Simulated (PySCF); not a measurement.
Vertical excitations of a molecule C4H7NS from TDDFT-B3LYP/def2-SVPD (PySCF 2.14.0), as energy in eV (oscillator strength): 4.34 (0.000), 4.72 (0.002), 4.84 (0.074), 5.08 (0.038), 5.46 (0.005), 5.56 (0.002), 5.65 (0.200), 5.96 (0.425), 6.00 (0.078), 6.10 (0.006). Lowest triplet (TDA): 3.67 eV. Geometry: r2SCAN-D4/def2-SVP. Other conformers were not sampled.

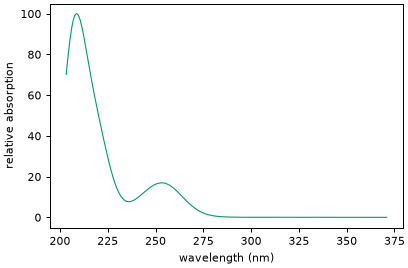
The lines broadened by 0.4 eV.

Problem. Which structure fits?
A. N#CCCCS
B. CSC=C=CN
C. C=CN1CSC1
D. CSC1=NCC1

Solution. B, CSC=C=CN
